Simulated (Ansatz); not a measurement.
The HOMO–LUMO gap down a group: C to Sn

One atom is swapped for its congeners: C3H6 (propene) `C=CC`; C2H6Si (vinylsilane) `C=C[SiH3]`; C2H6Ge `C=[CH][GeH3]`; C2H6Sn `C=[CH][SnH3]`. All are singlets with charge 0.

Shapes, held fixed at every level: PBE0-D4/def2-TZVP. Programs: Ansatz 0.2.0. Values in eV.

```json
{"level": "SPW92/def2-TZVPP", "C3H6": "5.58", "C2H6Si": "5.33", "C2H6Ge": "5.43", "C2H6Sn": "5.42"}
{"level": "PBE-D4/def2-TZVPP", "C3H6": "5.64", "C2H6Si": "5.39", "C2H6Ge": "5.49", "C2H6Sn": "5.48"}
{"level": "PBE0-D4/def2-TZVPP", "C3H6": "7.82", "C2H6Si": "7.53", "C2H6Ge": "7.64", "C2H6Sn": "7.61"}
{"level": "r2SCAN0-D4/def2-TZVPP", "C3H6": "8.11", "C2H6Si": "7.80", "C2H6Ge": "7.90", "C2H6Sn": "7.88"}
{"level": "wB97X-V/def2-TZVPP", "C3H6": "12.45", "C2H6Si": "12.13", "C2H6Ge": "12.23", "C2H6Sn": "12.17"}
{"level": "wB97M-V/def2-TZVPP", "C3H6": "12.21", "C2H6Si": "11.89", "C2H6Ge": "11.99", "C2H6Sn": "11.83"}
```

At wB97M-V/def2-TZVPP the HOMO–LUMO gap isn't monotonic: it is largest for C and smallest for Sn (12.21 and 11.83 eV). 1 of 6 levels show this order throughout; 1 agree on the largest and the smallest. For atoms past krypton def2 sets carry core potentials with scalar relativity. Relativity is left out for Ge unless named. Orbital gaps aren't excitation energies, and the LUMO depends on the basis.

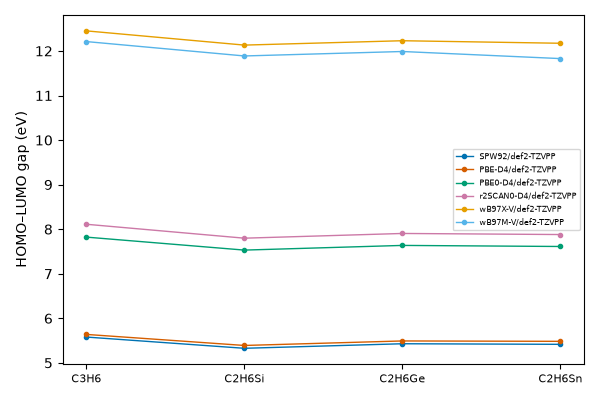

The trend along the series, level by level.
